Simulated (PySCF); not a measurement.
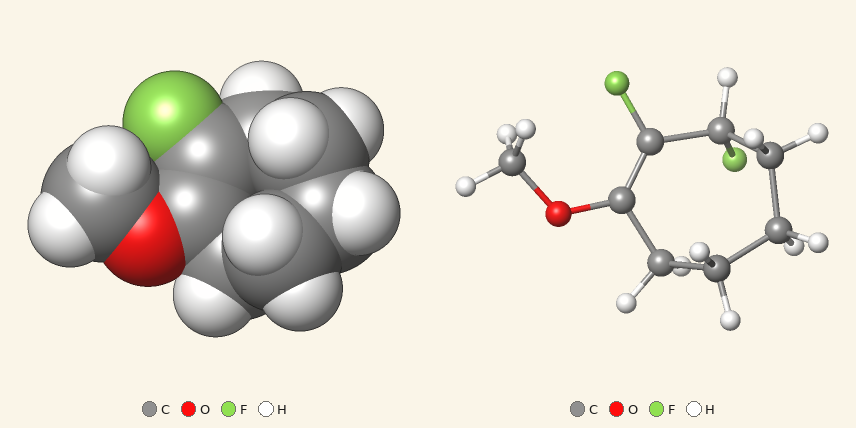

The same structure drawn twice, from different directions.

Computed geometry: GFN2-xTB optimisation. No frequency run is at hand to confirm it as a minimum.

> Count the atoms of each element.

C8H12F2O, 23 atoms: 8 carbon, 12 hydrogen, 2 fluorine and 1 oxygen.

> Count the bonded pairs by element.

12 C–H, 7 C–C, 2 C–O, 2 C–F.

More results for the same structure follow; atom numbers are the same in all pictures, views and colours differ.

**Geometry**

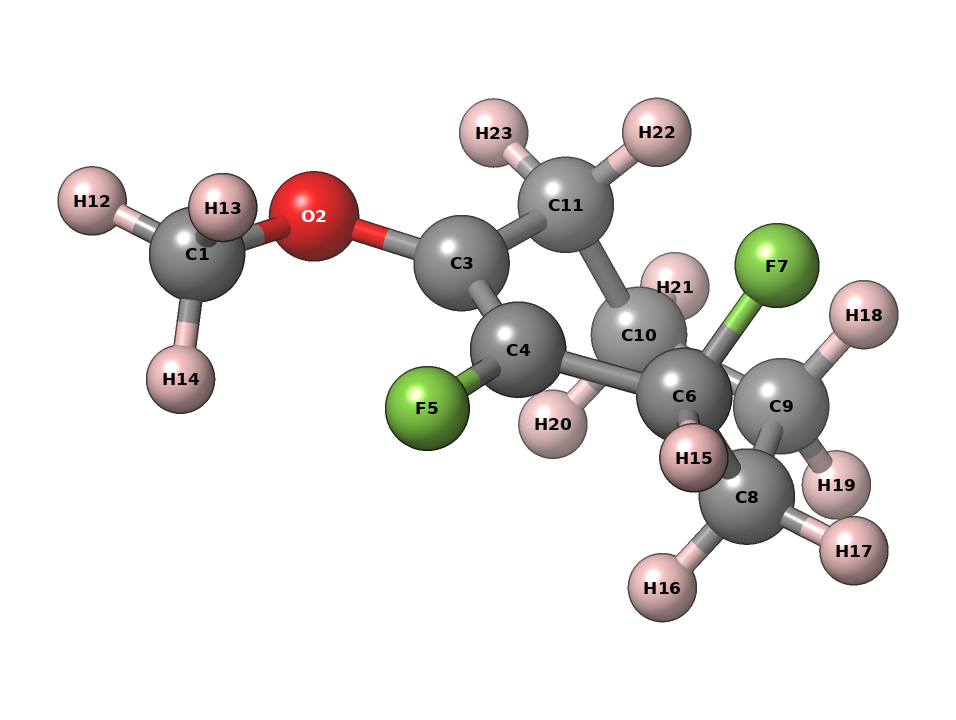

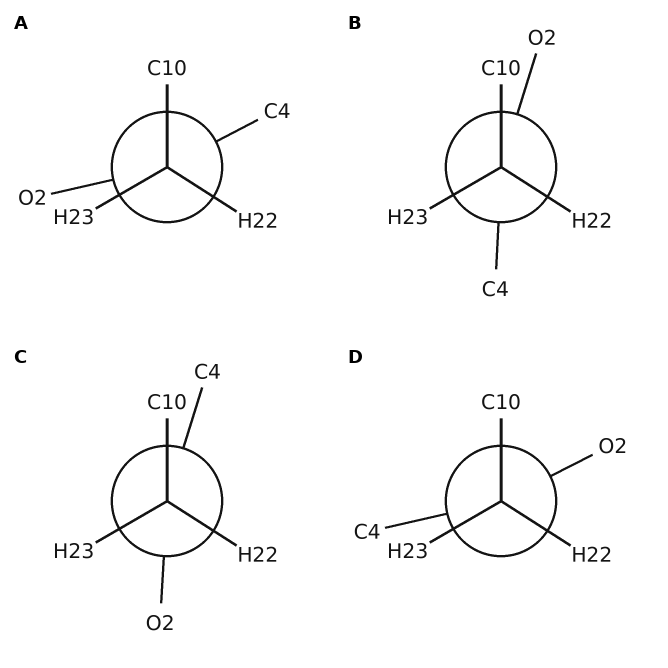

Depth is shown by fading: the farther an atom, the more it takes the colour of the background. Bonds that would overlap in a projection are set slightly apart. No frequency run is at hand to confirm it as a minimum.

> Which Newman projection shows the view along C11–C3, with C11 in front?

A. The torsion angle C10–C11–C3–O2 is −117°, anticlinal.

**Electronic properties**

No frequency run is at hand to confirm it as a minimum. Level of theory: PBE0/pcSseg-1, gas phase (PySCF 2.14.0).

What does the calculation give?

- dipole moment: 1.56 D
- HOMO energy (Kohn–Sham orbital): −6.30 eV
- LUMO energy (Kohn–Sham orbital): 0.48 eV
- HOMO–LUMO gap: 6.78 eV

**NMR shielding**

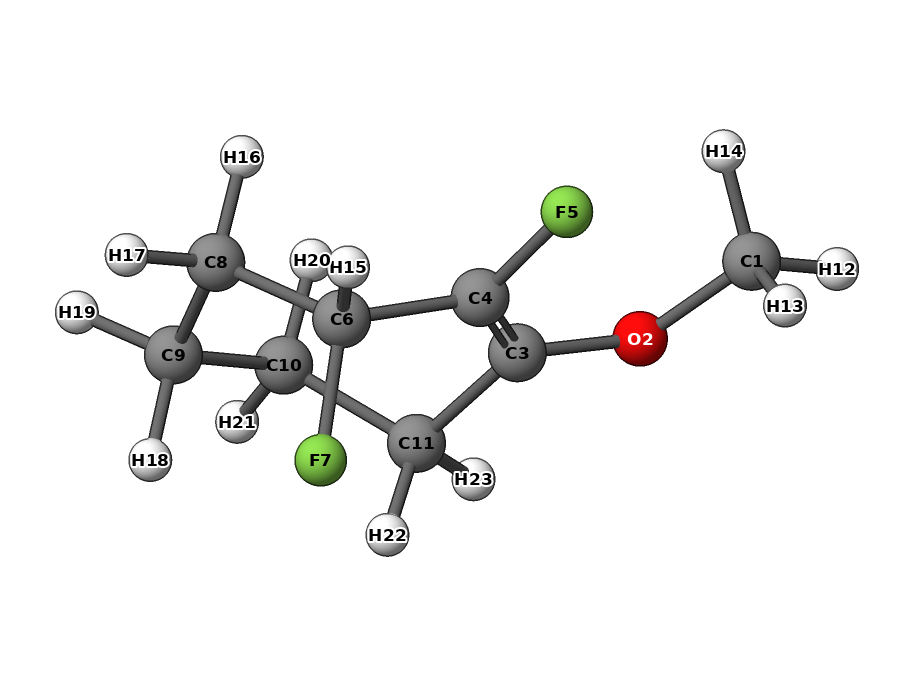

The questions are on isotropic NMR shieldings of the C atoms. No frequency run is at hand to confirm it as a minimum. Level of theory: GIAO PBE0/pcSseg-1 NMR shielding, non-relativistic, gas phase (PySCF 2.14.0).

List the isotropic NMR shieldings of the C atoms.

```csv
atom,σ (ppm)
C1,127.0
C3,33.8
C4,37.3
C6,92.2
C8,151.2
C9,158.4
C10,156.6
C11,152.9
```

**Quadrupole coupling**

No frequency run is at hand to confirm it as a minimum. Electric field gradients from the ground-state density, PBE0/pcSseg-1 (PySCF 2.14.0), non-relativistic apart from any core potentials.

Give the largest field-gradient component, the quadrupole coupling constant and the asymmetry for 17O at O2 (Q = −25.6 mb).

| atom | V_zz (a.u.) | e²qQ/h (MHz) | η |
| --- | --- | --- | --- |
| O2 | 1.917 | −11.53 | 0.67 |
